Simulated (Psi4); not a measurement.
# SiH4O2 (Si(OH)2H2): a first try and a second

Wanted: a single-point energy of SiH4O2 (Si(OH)2H2), MP2/CBS (density fitting, density fitting for correlation, extrapolation mp2/cc-pv[dt]z).

The calculation is run with Psi4 1.11.

4 further runs of the same task are left out: 4 set aside as unsound or not needed.

## Step 1: Starting point

SiH4O2: 7 atoms, total charge 0, spin state singlet. SMILES: `[H][Si]([H])(O)O`. The coordinates come from a GFN2-xTB relaxation. This is one conformer, not always the lowest.

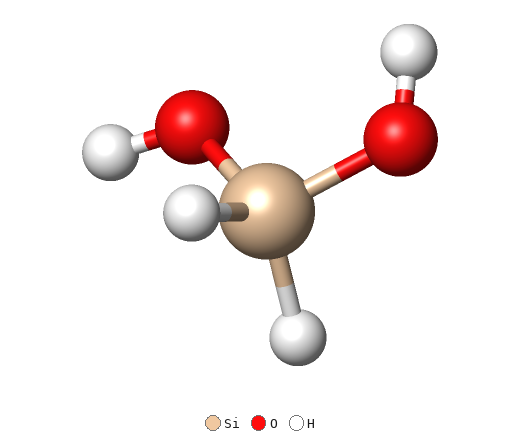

Viewed from a chosen angle; silicon light orange, oxygen red, hydrogen white.

## Step 2: The input as first written

Input file input.dat:

```
memory 1.6 GB

molecule mol {
  0 1
  Si    -0.252250     0.063680    -0.346570
  O     -0.197710     0.044490     1.286260
  H     -0.995730     0.127050     1.796570
  O      1.284180    -0.072860    -0.831830
  H      1.933660    -0.433900    -0.234220
  H     -0.726770     1.342670    -0.855030
  H     -1.045380    -1.071130    -0.815180
  units bohr
  no_reorient
  no_com
}

set freeze_core true
set maxiter 60

e, wfn = energy("mp2/cc-pv[dt]z", return_wfn=True)
```

Launch:

```
$ psi4 -n 1 input.dat output.dat
```

output.dat:

```text
[...]
  Running in c1 symmetry.
[...]
  Nuclear repulsion =  230.959994794028319
[...]
  Multiplicity = 1
[...]
  Nalpha       = 17
  Nbeta        = 17
[...]
    Number of basis functions: 150
[...]
   @DF-RHF iter   1:  -433.08549962814106    1.15639e+01   1.12229e-02 DIIS/ADIIS
[...]
   @DF-RHF iter  11:  -433.47152677576702   -2.67164e-12   4.35411e-09 DIIS
[...]
    Orbital Energies [Eh]
    ---------------------
    Doubly Occupied:
       1A    -68.464316     2A    -20.523205     3A    -20.504083
       4A     -6.315858     5A     -4.470421     6A     -4.386935
       7A     -4.312690     8A     -1.732811     9A     -1.626720
      10A     -1.045745    11A     -0.967863    12A     -0.900698
      13A     -0.740542    14A     -0.679859    15A     -0.507870
      16A     -0.489409    17A     -0.415206
[...]
  @DF-RHF Final Energy:  -433.47152677576702
   => Energetics <=
    Nuclear Repulsion Energy =            230.9599947940283187
    One-Electron Energy =               -1052.6945839886543581
    Two-Electron Energy =                 388.2630624188590787
    Total Energy =                       -433.4715267757670176
[...]
 Multipole Moments:
 ------------------------------------------------------------------------------------
     Multipole            Electronic (a.u.)      Nuclear  (a.u.)        Total (a.u.)
 ------------------------------------------------------------------------------------
 L = 1.  Multiply by 2.5417464519 to convert [e a0] to [Debye]
 Dipole X            :         -3.9983545            4.3260400            0.3276855
 Dipole Y            :         -0.7848476            0.6292500           -0.1555976
 Dipole Z            :          2.0927825           -1.3244000            0.7683825
 Magnitude           :                                                    0.8497058
[...]
```

Run time: 7.8 s. Hardware: 1 thread of Intel Xeon Platinum 8175M at 2.50GHz (Skylake/Cascade Lake), shared host; peak memory 0.34 GiB.

## Step 3: Reading the log

The program ended normally, but the settings are unsound, so its numbers aren't properties of the molecule.

The fault: the coordinates are read in the wrong unit, so the molecule is scaled by the ratio of bohr to ångström. As the program read them, the closest atoms are 0.50 Å apart, against 0.95 Å in the sound input.

## Step 4: Try two

Input file job.in:

```
memory 1600 MB

molecule {
  Si
  O 1 1.633853
  H 2 0.950825 1 120.48613
  O 1 1.617015 2 105.49765 3 179.03303
  H 4 0.953578 1 119.40987 2 20.80835
  H 1 1.455856 4 106.20457 5 139.53799
  H 1 1.461658 6 113.15581 4 -121.66999
  units angstrom
  no_reorient
  no_com
}

set freeze_core true

e_tot, wfn = energy("mp2/cc-pv[dt]z", return_wfn=True)
```

Launch:

```
$ psi4 job.in job.out -n 1
```

job.out:

```text
[...]
  Running in c1 symmetry.
[...]
  Nuclear repulsion =  122.218778450867063
[...]
  Multiplicity = 1
[...]
  Nalpha       = 17
  Nbeta        = 17
[...]
    Number of basis functions: 150
[...]
   @DF-RHF iter   1:  -441.01549608335995   -7.18706e-01   4.08773e-03 DIIS/ADIIS
[...]
   @DF-RHF iter  11:  -441.06824652059817   -2.67164e-12   3.92405e-09 DIIS
[...]
    Orbital Energies [Eh]
    ---------------------
    Doubly Occupied:
       1A    -68.821584     2A    -20.557223     3A    -20.549218
       4A     -6.165605     5A     -4.273687     6A     -4.272460
       7A     -4.270812     8A     -1.359351     9A     -1.330638
      10A     -0.777715    11A     -0.708958    12A     -0.617827
      13A     -0.578413    14A     -0.543303    15A     -0.518843
      16A     -0.509574    17A     -0.440559
[...]
  @DF-RHF Final Energy:  -441.06824652059817
   => Energetics <=
    Nuclear Repulsion Energy =            122.2187784508670632
    One-Electron Energy =                -853.9825133009933325
    Two-Electron Energy =                 290.6954883295281320
    Total Energy =                       -441.0682465205981657
[...]
 Multipole Moments:
 ------------------------------------------------------------------------------------
     Multipole            Electronic (a.u.)      Nuclear  (a.u.)        Total (a.u.)
 ------------------------------------------------------------------------------------
 L = 1.  Multiply by 2.5417464519 to convert [e a0] to [Debye]
 Dipole X            :         -0.0525393            0.2522137            0.1996744
 Dipole Y            :          0.8655496           -1.3236963           -0.4581467
 Dipole Z            :          0.5157193           -0.0002131            0.5155062
 Magnitude           :                                                    0.7179937
[...]
```

Run time: 8.1 s. Hardware: 1 thread of Intel Xeon Platinum 8175M at 2.50GHz (Skylake/Cascade Lake), shared host; peak memory 0.35 GiB.

## Step 5: Outcome

At MP2/CBS (density fitting, density fitting for correlation, extrapolation mp2/cc-pv[dt]z):

| quantity | value |
| --- | --- |
| total energy | -441.82625 Eh |
| correlation energy | -665.3 mEh |

**Reading.** The first attempt's energy was +201.952 eV off this one.
